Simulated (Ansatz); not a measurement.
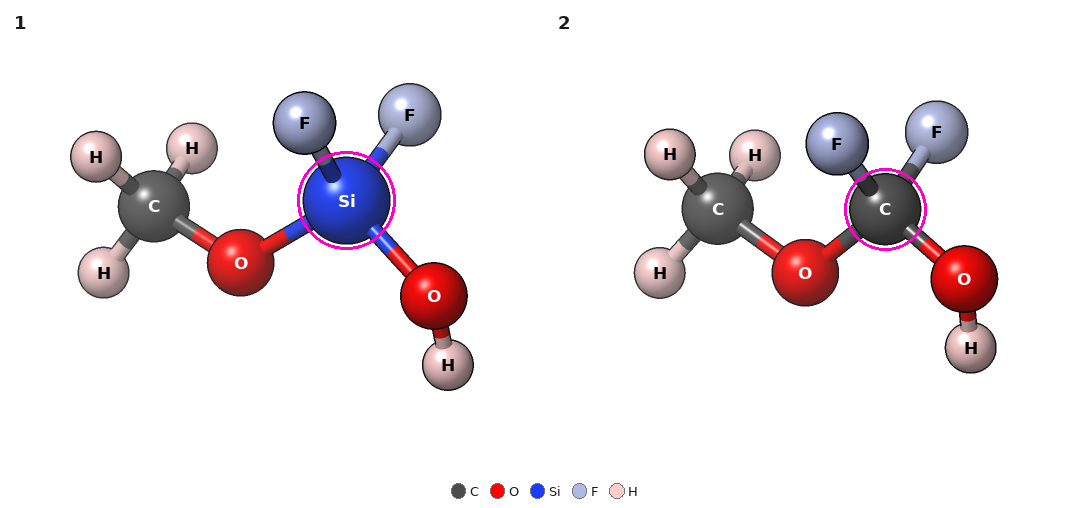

2 molecules with one skeleton, seen from the same side and at one scale; the atom that differs is circled. Charge 0, singlet. Computed geometries: PBE0-D4/def2-TZVP optimisations, one conformation each. Properties computed with Ansatz 0.2.0.

One atom differs, called X below: Si in panel 1, C in panel 2. Their formulas are CH4F2O2Si (`CO[Si](O)(F)F`), C2H4F2O2 (`COC(O)(F)F`).

In which is the mean length of X–F larger (PBE0-D4/def2-TZVP)?

Answer. In panel 1 (X = Si).

In which is the HOMO–LUMO gap larger (revPBE-D4/def2-TZVPP)?

Answer. In panel 2 (X = C).

Give the values. With PBE0-D4/def2-TZVP: mean length of X–F (Å), mean length of X–O (Å), mean angle O–X–F (°), dipole moment (D), harmonic zero-point energy (kJ/mol). With revPBE-D4/def2-TZVPP: HOMO energy (Kohn–Sham orbital) (eV), HOMO–LUMO gap (eV).

```tsv
quantity	1 (Si)	2 (C)	2 − 1
mean length of X–F (Å)	1.580	1.354	−0.226
mean length of X–O (Å)	1.609	1.350	−0.259
mean angle O–X–F (°)	110.2	110.4	+0.2
dipole moment (D)	2.64	2.65	+0.01
harmonic zero-point energy (kJ/mol)	166.9	182.4	+15.5
HOMO energy (Kohn–Sham orbital) (eV)	−7.34	−7.29	+0.05
HOMO–LUMO gap (eV)	7.06	7.56	+0.50
```
